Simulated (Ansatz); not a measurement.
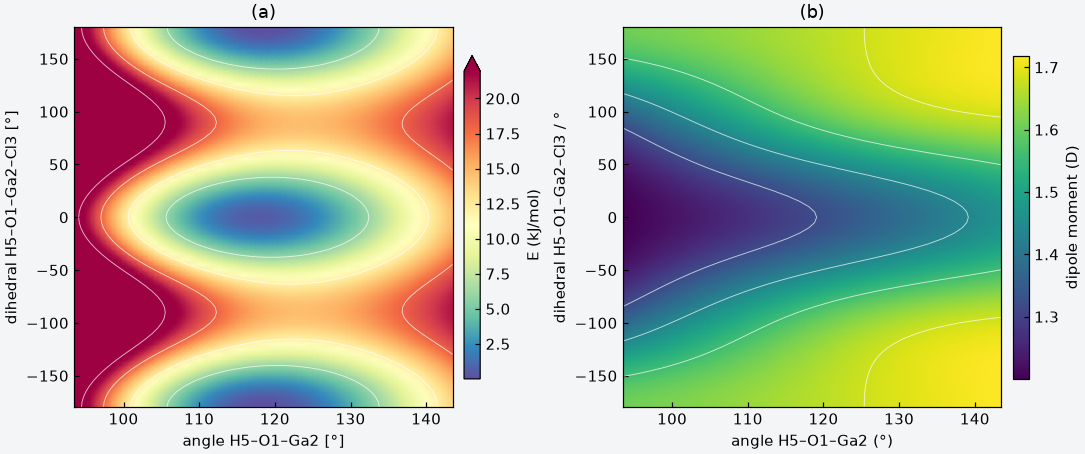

BrClGaHO, SMILES [OH][Ga]([Cl])[Br]. First axis: angle H5–O1–Ga2. Second axis: dihedral H5–O1–Ga2–Cl3. Nothing is relaxed (all other coordinates rigid). The grid has 13 × 12 points; 91 points were computed and 65 follow by symmetry. Points are written as (first, second). Energies: kJ/mol, counted from the lowest grid point. These are results of RHF/def2-TZVP in Ansatz, not measurements.

Panel (a) is the energy and panel (b) the computed dipole moment on the same grid.

The picture shows a smooth colour map with a few white contour lines, one colour for all values above the top of the scale. Between grid points the surface is interpolated.

Question: How does the dipole moment vary over the map, and what is it at the lowest grid point?

Answer: Leaving out the highest fifth of the energies, it runs from 1.22 D at (97.7°, 0°) to 1.72 D at (143.5°, −150°). At the lowest grid point, (118.5°, −180°), it is 1.66 D.
